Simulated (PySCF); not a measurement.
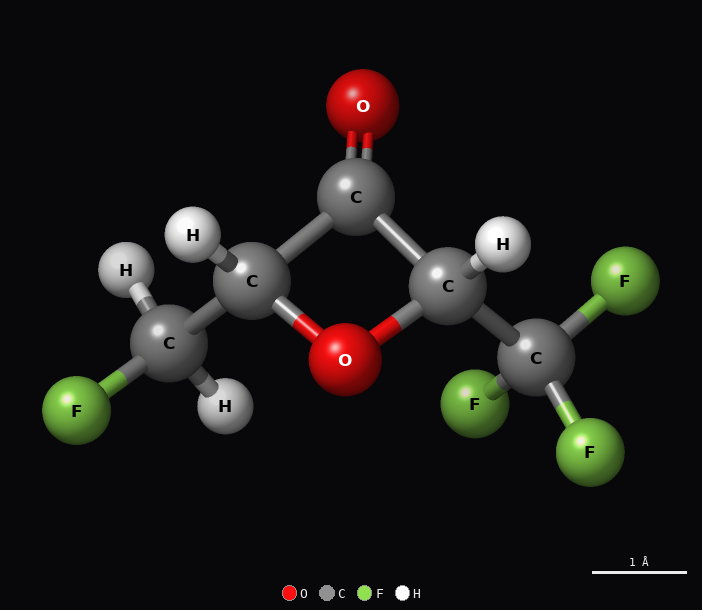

Rendered structure (ball-and-stick style).

Question: Give the formula.

Answer: C₅H₄F₄O₂, 15 atoms: 5 carbon, 4 hydrogen, 4 fluorine and 2 oxygen.

Question: Give a SMILES string for it.

Answer: O=C1[C@H](C(F)(F)F)O[C@@H]1CF

Question: Does it have rings?

Answer: Independent rings (smallest set): 1 of 4 members.

The parts below concern this one geometry. Atoms keep their numbers from picture to picture. The geometry was computed by an optimisation with PBE0-D3(BJ)/def2-SVP. No frequency run is at hand to confirm it as a minimum.

## NMR shielding

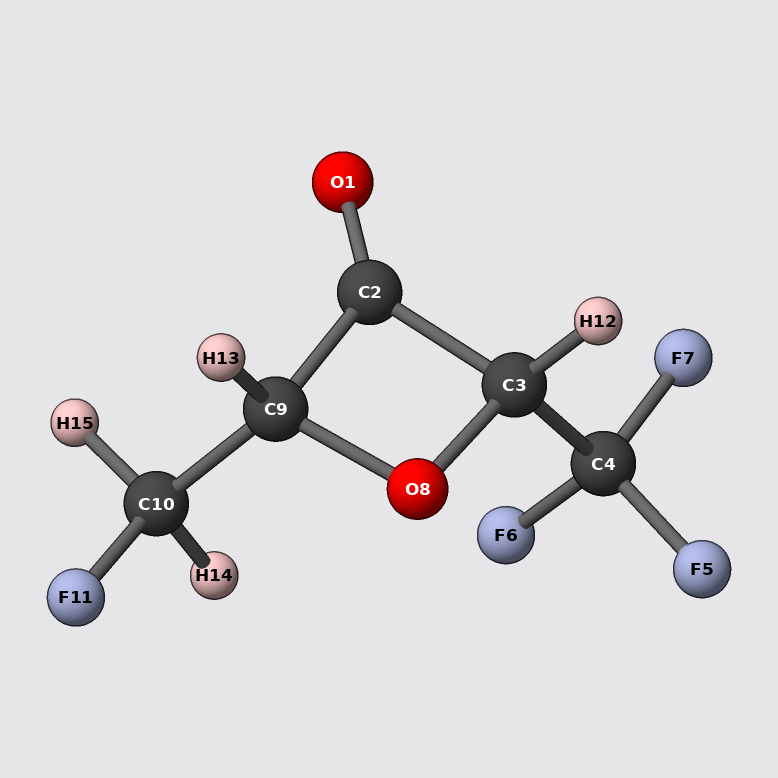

The questions are on isotropic NMR shieldings of the H atoms. No frequency run is at hand to confirm it as a minimum. Properties computed with GIAO PBE0/pcSseg-1 NMR shielding, non-relativistic, gas phase (PySCF 2.14.0).

List the isotropic NMR shieldings of the H atoms.

```tsv
atom	σ (ppm)
H12	26.10
H13	25.56
H14	26.22
H15	26.87
```

## Charges

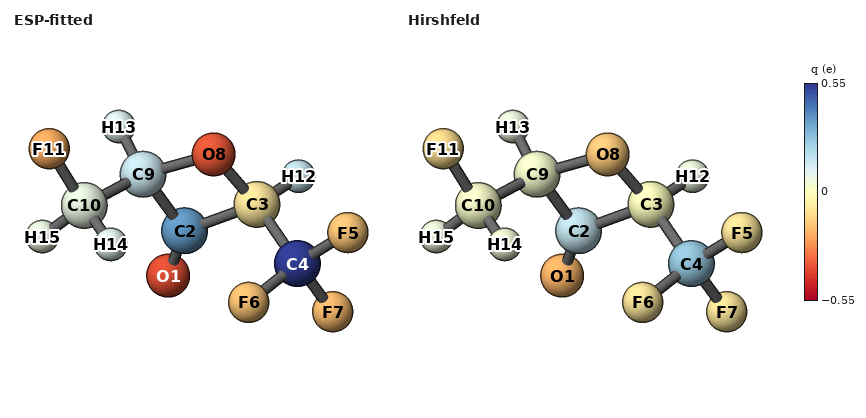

Atomic charges of one calculation by 2 schemes, on one colour scale. No frequency run is at hand to confirm it as a minimum. Method: PBE0/pcSseg-1 (PySCF 2.14.0).

Question: Which scheme gives the most polar picture (largest mean size of the charges)?

Answer: The ESP-fitted charges are the largest in size here.

Question: On which atom do the schemes disagree most?

Answer: On C4 (from 0.25 to 0.53 e).

List the charges (e), one line for each set of equivalent atoms.

```
atom  ESP-fitted  Hirshfeld
  O1       −0.38      −0.20
  C2        0.36       0.16
  C3       −0.08       0.00
  C4        0.53       0.25
  F5       −0.16      −0.08
  F6       −0.16      −0.08
  F7       −0.18      −0.08
  O8       −0.36      −0.15
  C9        0.15       0.03
 C10        0.07       0.02
 F11       −0.22      −0.11
 H12        0.16       0.06
 H13        0.10       0.06
 H14        0.10       0.04
 H15        0.07       0.06
```

## Polarisability

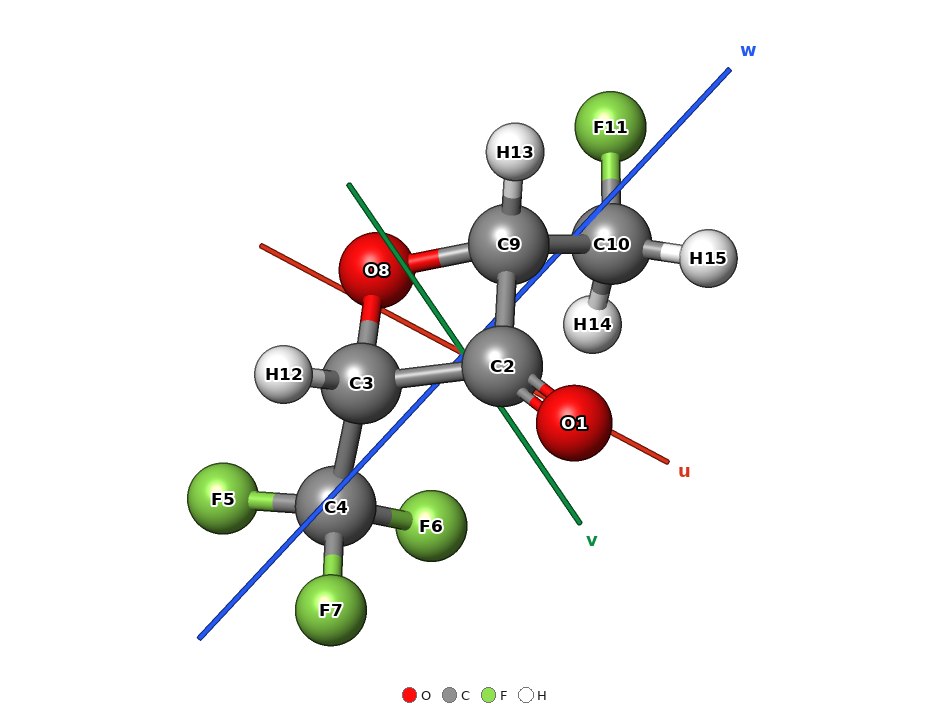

The lines u, v and w are the principal axes of the static dipole polarisability. No frequency run is at hand to confirm it as a minimum. Method: ωB97X-D/def2-SVPD (PySCF 2.14.0).

Question: Along which axis is the molecule most polarisable, and along which least?

Answer: Most along w (close to the long direction F7···F11), least along v.

Question: Give the three principal values.

Answer: u 66.7, v 56.5, w 74.6 bohr³; mean 65.9, anisotropy 15.7 bohr³.

## Excitation

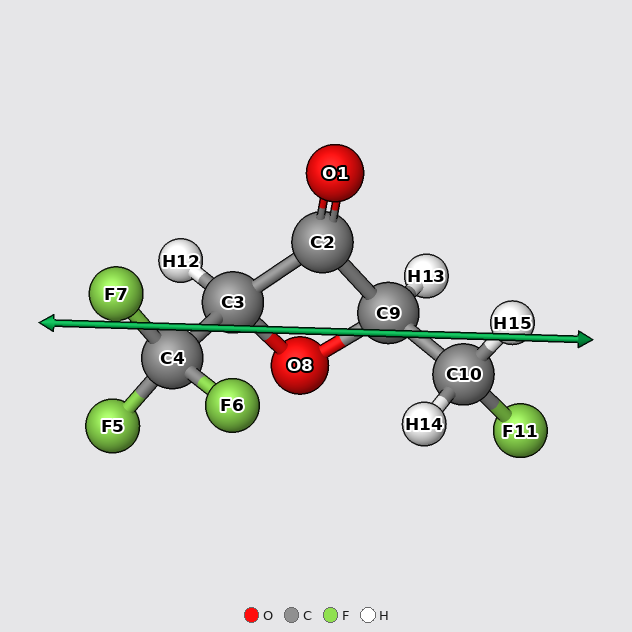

The double arrow shows the direction of the transition dipole to excited singlet state 8 (its length means nothing). No frequency run is at hand to confirm it as a minimum. Method: TDDFT ωB97X-D/def2-SVPD, vertical, gas phase, core orbitals frozen in the response (PySCF 2.14.0).

Question: Where does the transition lie, and how strong is it?

Answer: 8.44 eV (147 nm), oscillator strength 0.063, mainly HOMO → LUMO+1 (weight 0.54); transition dipole 1.41 D.
